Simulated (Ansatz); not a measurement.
**Pressure series in CuI**

Base system: CuI in the zinc blende structure (space group F-43m, No. 216).

```cif
data_Cu4I4
_chemical_formula_sum 'Cu4 I4'
_space_group_name_H-M_alt 'F-43m'
_space_group_IT_number 216
_space_group_name_Hall 'F -4 2 3'
_cell_length_a 5.93932
_cell_length_b 5.93932
_cell_length_c 5.93932
_cell_angle_alpha 90.000
_cell_angle_beta 90.000
_cell_angle_gamma 90.000
loop_
_atom_site_label
_atom_site_type_symbol
_atom_site_symmetry_multiplicity
_atom_site_Wyckoff_symbol
_atom_site_fract_x
_atom_site_fract_y
_atom_site_fract_z
_atom_site_occupancy
Cu1 Cu 4 a 0.00000 0.00000 0.00000 1
I1 I 4 d 0.75000 0.75000 0.75000 1
```
(The calculation used a cell of 2 atoms; values per cell refer to that cell.)

Cell and atoms are relaxed at each pressure.

The values are results of Ansatz (a quantum-chemistry and plane-wave program) PBEsol, no spin-orbit coupling, not measurements.

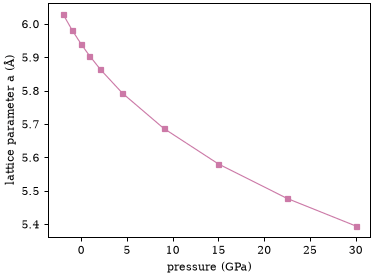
Lattice parameter a against pressure

Problem. From the plot, what is the lattice parameter a for pressure 4.5 GPa?

Solution. About 5.79 Å.

Problem. Is the trend monotonic over the range shown?

Solution. Yes, it falls throughout, spanning 5.395 Å to 6.030 Å.

Load acts through the strain it causes; cell and atoms are relaxed under it. Whether these cells are dynamically stable was not tested. Tetrahedral semiconductors of this kind turn to denser phases somewhere between about 1 and 50 GPa; those were not computed, so compressed cells here can lie past the real transition. All final runs are without spin polarisation.
